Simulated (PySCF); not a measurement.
**[Dy(H2O)4]3+: how settings move a single point**

Aim: repeat the single point on relaxed [Dy(H2O)4]3+ with altered settings, some of them bad on purpose. The structure is generated, not taken from experiment.

Method: r2SCAN, Dy lcecp-1-SVP with ECP55, O def2-SVP, H def2-SVP; scalar-relativistic core potentials, no spin–orbit coupling; program: PySCF 2.14.0.

1 further run of the same task is left out (for a known fault of the program).

## (1) Starting geometry

13 atoms, charge 3, spin multiplicity 1.

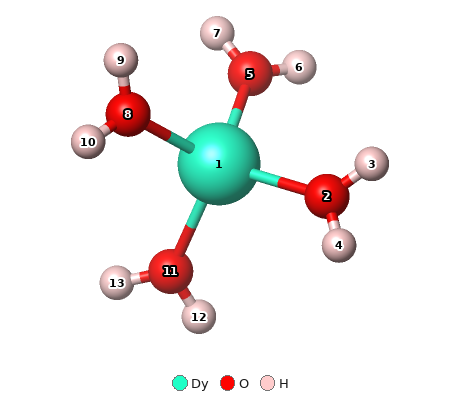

The structure; dysprosium teal, oxygen red, hydrogen pink; atoms are numbered from 1 in the order of the file.

Coordinates:

```
Dy    0.00000    0.00000    0.00000
O     1.31624    1.32356    1.32356
H     1.68725    1.12430    2.21593
H     1.68725    2.21593    1.12430
O    -1.31624   -1.32356    1.32356
H    -1.68725   -1.12430    2.21593
H    -1.68725   -2.21593    1.12430
O     1.31624   -1.32356   -1.32356
H     1.68725   -2.21593   -1.12430
H     1.68725   -1.12430   -2.21593
O    -1.31624    1.32356   -1.32356
H    -1.68725    2.21593   -1.12430
H    -1.68725    1.12430   -2.21593
```

Formal oxidation states: Dy +3. Each metal's 9 4f electrons lie in its core potential, so multiplicities, spins and levels count the valence alone. An earlier session relaxed this geometry at r2SCAN, Dy lcecp-1-SVP with ECP55, O def2-SVP, H def2-SVP (singlet, point group D2d).

The sound run used a (50, 194) grid (finer on f atoms), a threshold of 1e-8 and at most 55 cycles, and ended at -341.453091 Eh.

## (2) Try 1

run.py (the lines that set the calculation)

```python
mol = gto.M(atom='''
Dy     0.00000     0.00000     0.00000
O      1.31624     1.32356     1.32356
H      1.68725     1.12430     2.21593
H      1.68725     2.21593     1.12430
O     -1.31624    -1.32356     1.32356
H     -1.68725    -1.12430     2.21593
H     -1.68725    -2.21593     1.12430
O      1.31624    -1.32356    -1.32356
H      1.68725    -2.21593    -1.12430
H      1.68725    -1.12430    -2.21593
O     -1.31624     1.32356    -1.32356
H     -1.68725     2.21593    -1.12430
H     -1.68725     1.12430    -2.21593''',
    basis={'Dy': 'lcecp-1-SVP', 'O': 'def2-SVP', 'H': 'def2-SVP'},
    ecp={'Dy': 'lcecp-1-SVP'},
    charge=3, spin=0)
mf = dft.RKS(mol, xc='R2SCAN')
mf.grids.atom_grid = (30, 86)  # f atoms: unpruned
mf = mf.density_fit()  # fitting sets: Dy AutoAux, O def2-universal-JKFIT, H def2-universal-JKFIT
mf.conv_tol = 1e-08; mf.max_cycle = 55
mf.kernel(dm0)  # dm0: free metal ions and neutral atoms
```

The run is started by

```console
OMP_NUM_THREADS=2 python run.py
```

Standard output:

```text
init E= -332.618028158171
  HOMO = -1.22716084667739  LUMO = -0.732452397208341  gap/eV = 13.46170
cycle= 1 E= -339.536368196448  delta_E= -6.92  |g|= 3.22  |ddm|= 3.44
cycle= 2 E= -329.709022946866  delta_E= 9.83  |g|= 6.37  |ddm|= 6.35
  HOMO = -0.808870275382564  LUMO = -0.457270758602579  gap/eV = 9.56751
cycle= 3 E= -341.253196299526  delta_E= -11.5  |g|= 0.785  |ddm|= 5.68
  HOMO = -0.850577045611627  LUMO = -0.619879658748841  gap/eV = 6.27760
cycle= 4 E= -341.436154487072  delta_E= -0.183  |g|= 0.211  |ddm|= 1.31
  HOMO = -0.829479405949131  LUMO = -0.595194640061578  gap/eV = 6.37521
cycle= 5 E= -341.442037404064  delta_E= -0.00588  |g|= 0.123  |ddm|= 0.183
  HOMO = -0.837146301696621  LUMO = -0.593433866622934  gap/eV = 6.63175
cycle= 6 E= -341.444742967186  delta_E= -0.00271  |g|= 0.0236  |ddm|= 0.0855
  HOMO = -0.839261094440136  LUMO = -0.594335051337193  gap/eV = 6.66478
cycle= 7 E= -341.444849466861  delta_E= -0.000106  |g|= 0.00166  |ddm|= 0.015
  HOMO = -0.839402427784037  LUMO = -0.594721412022277  gap/eV = 6.65811
cycle= 8 E= -341.444850202234  delta_E= -7.35e-07  |g|= 0.00025  |ddm|= 0.00259
  HOMO = -0.839379961905213  LUMO = -0.594694136700898  gap/eV = 6.65824
cycle= 9 E= -341.444850213629  delta_E= -1.14e-08  |g|= 4.4e-05  |ddm|= 0.000169
  HOMO = -0.839379193834017  LUMO = -0.594695077979505  gap/eV = 6.65819
cycle= 10 E= -341.444850214064  delta_E= -4.35e-10  |g|= 8.12e-06  |ddm|= 4.25e-05
  HOMO = -0.839378363472906  LUMO = -0.594696776067003  gap/eV = 6.65813
Extra cycle  E= -341.444850214056  delta_E= 8.19e-12  |g|= 1.12e-05  |ddm|= 1.76e-05
converged SCF energy = -341.444850214056
```

It took 24 s on 2 threads of Intel Xeon Platinum 8259CL at 2.50GHz (Skylake/Cascade Lake), shared host.

Changed: the integration grid, to (30, 86). It converges in 10 cycles, +0.224 eV from the sound run, with a largest force component of 0.11 eV/Å. The setting is unsound, so these numbers aren't the compound's.

## (3) Try 2

run.py (the lines that set the calculation), as its differences from that of step 2:

```diff
@@ -18,5 +18,5 @@
 mf = dft.RKS(mol, xc='R2SCAN')
-mf.grids.atom_grid = (30, 86)  # f atoms: unpruned
+mf.grids.atom_grid = (50, 194)  # f atoms: unpruned, at least (60, 302)
 mf = mf.density_fit()  # fitting sets: Dy AutoAux, O def2-universal-JKFIT, H def2-universal-JKFIT
 mf.conv_tol = 1e-08; mf.max_cycle = 55
-mf.kernel(dm0)  # dm0: free metal ions and neutral atoms
+mf.kernel(dm0)  # dm0: smeared density
```

The run is started by

```console
OMP_NUM_THREADS=2 python run.py
```

Standard output:

```text
init E= -341.430315402217
  HOMO = -0.841147512964732  LUMO = -0.589871869805215  gap/eV = 6.83756
cycle= 1 E= -341.452808745184  delta_E= -0.0225  |g|= 0.0324  |ddm|= 0.0537
  HOMO = -0.836552163797229  LUMO = -0.598515929754289  gap/eV = 6.47730
cycle= 2 E= -341.452485479107  delta_E= 0.000323  |g|= 0.0533  |ddm|= 0.0791
  HOMO = -0.840274250057803  LUMO = -0.595644404089239  gap/eV = 6.65672
cycle= 3 E= -341.453084975797  delta_E= -0.000599  |g|= 0.00477  |ddm|= 0.0394
  HOMO = -0.839790717346089  LUMO = -0.594350968719215  gap/eV = 6.67876
cycle= 4 E= -341.453091020046  delta_E= -6.04e-06  |g|= 0.000352  |ddm|= 0.00609
  HOMO = -0.839807244353006  LUMO = -0.594343180598248  gap/eV = 6.67942
cycle= 5 E= -341.453091041941  delta_E= -2.19e-08  |g|= 4.28e-05  |ddm|= 0.000255
  HOMO = -0.839808028533955  LUMO = -0.59434809632512  gap/eV = 6.67930
cycle= 6 E= -341.453091042357  delta_E= -4.16e-10  |g|= 2e-06  |ddm|= 5.78e-05
  HOMO = -0.839807881005412  LUMO = -0.594347761249043  gap/eV = 6.67931
Extra cycle  E= -341.45309104236  delta_E= -3.52e-12  |g|= 6.73e-07  |ddm|= 3.04e-06
converged SCF energy = -341.45309104236
```

Run time: 29 s. Hardware: 2 threads of Intel Xeon Platinum 8259CL at 2.50GHz (Skylake/Cascade Lake), shared host.

Changed: the starting guess (smeared density). It converges in 6 cycles, at the sound run's energy within 0.001 eV, with a largest force component of 0.00 eV/Å. The result survives the change.

## (4) Side by side

| run | changed | ending | energy change (eV) | cycles | time | usable |
| --- | --- | --- | --- | --- | --- | --- |
| 1 | the integration grid | converged | +0.224 | 10 | 24 s | no |
| 2 | the starting guess | converged | 0.000 | 6 | 29 s | yes |

1 of 2 altered runs gives a usable result. 1 ended normally with numbers unfit to quote.
